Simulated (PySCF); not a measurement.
```xyz
7

B    -0.7211    0.7603    3.1843
B    -0.6420   -0.7303    3.2480
Si    0.0372   -0.0221    1.4691
H    -0.7536    1.9463    3.0600
H    -0.5492   -1.9195    3.2261
H     0.3037    1.1702    0.6143
H     0.4316   -1.2479    0.7173
```

Geometry: PBE0-D4/def2-SVP.

The calculation used Gaussian-basis quantum chemistry of an isolated molecule with PySCF, energy and nuclear gradient, functional PBE0 in PySCF.

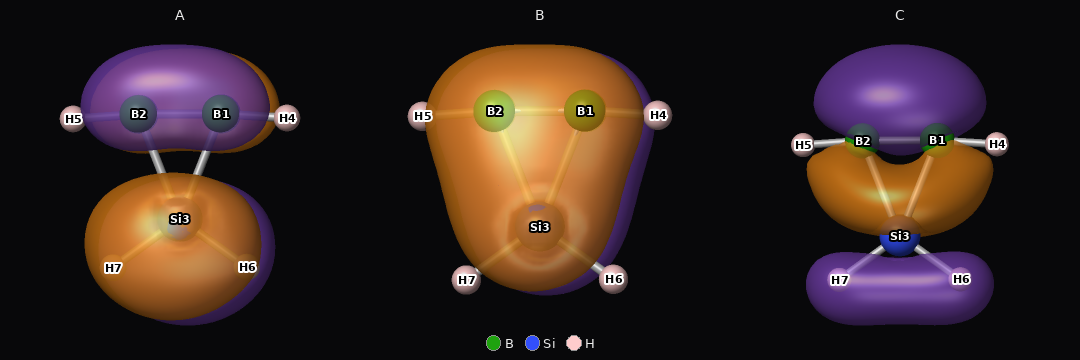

B$_{2}$H$_{4}$Si. Three frontier orbitals at ±0.08 Å⁻³ᐟ² (orange and purple are the two phases), in no order.

> Which picture is the HOMO−1, the HOMO and the LUMO?

C is the HOMO−1 (−7.83 eV). It lies mainly on B1 (about 35 %), B2 (about 35 %) and Si3 (about 20 %); it is symmetric in the molecular plane (an in-plane orbital: σ, lone-pair or in-plane π type). B is the HOMO (−7.00 eV). Its weight (Hirshfeld) is mainly on Si3 (about 40 %), B1 (about 30 %) and B2 (about 30 %); it changes sign across the molecular plane (π type); π-bonding across B1–B2, B1–Si3 and B2–Si3. A is the LUMO (−1.93 eV). By Hirshfeld shares it lies mainly on Si3 (about 55 %), B1 (about 15 %) and B2 (about 15 %); it changes sign across the molecular plane (π type); π-bonding across B1–B2; π-antibonding (a node) across B1–Si3 and B2–Si3.

> What is the HOMO–LUMO gap?

5.07 eV between the orbital energies.
